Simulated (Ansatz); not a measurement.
The calculation's input:

```
crystal:
  periodic: [false, false, false]
  atoms:
    - { symbol: B, position_ang: [-0.9641, 1.2831, -0.2032] }
    - { symbol: C, position_ang: [0.1285, 0.3947, 0.3881] }
    - { symbol: "N", position_ang: [-0.4224, -0.354, 1.5141] }
    - { symbol: Si, position_ang: [0.8873, -0.7437, -0.9386] }
    - { symbol: H, position_ang: [-1.3618, 1.2154, -1.3568] }
    - { symbol: H, position_ang: [-1.5257, 2.1574, 0.4696] }
    - { symbol: H, position_ang: [0.9852, 1.0569, 0.738] }
    - { symbol: H, position_ang: [-1.49743, -0.13742, 1.49771] }
    - { symbol: H, position_ang: [-0.06028, -0.05637, 2.39212] }
    - { symbol: H, position_ang: [1.3552, 0.0417, -2.0248] }
    - { symbol: H, position_ang: [-0.2724, -1.6261, -1.4095] }
    - { symbol: H, position_ang: [1.9046, -1.5715, -0.3424] }
basis:
  gaussian: { orbitals: def2-SVP }
hamiltonian:
  xc: b3lyp
relax:
  f_tol: 0.015
  max_steps: 40
output:
  orbitals: {}
```

Run with:

```sh
ansatz run input.yaml --threads 2 --pin off --max-ram 3072MiB --backend cpu --events-out ev --progress --plain --runs-dir out
```

The fields are those of the relaxed geometry.

All numbers below come from RKS B3LYP/def2-SVP (Ansatz).

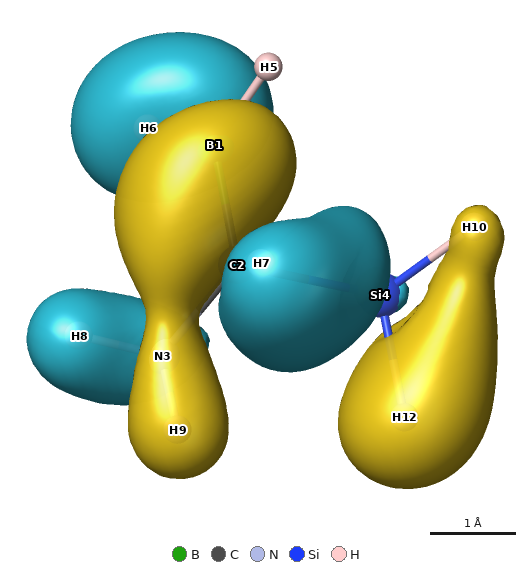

CH8BNSi (SMILES BC(N)[SiH3]). The HOMO−1 at ±0.08 Å⁻³ᐟ² (yellow and cyan are the two phases), seen at a tilt.

What is the character of this orbital?

Answer. It lies mainly on C2 (about 35 %), B1 (about 20 %), Si4 (about 15 %), H6 (about 10 %), N3 (about 10 %) and H12 (about 5 %). Its energy is −8.36 eV.
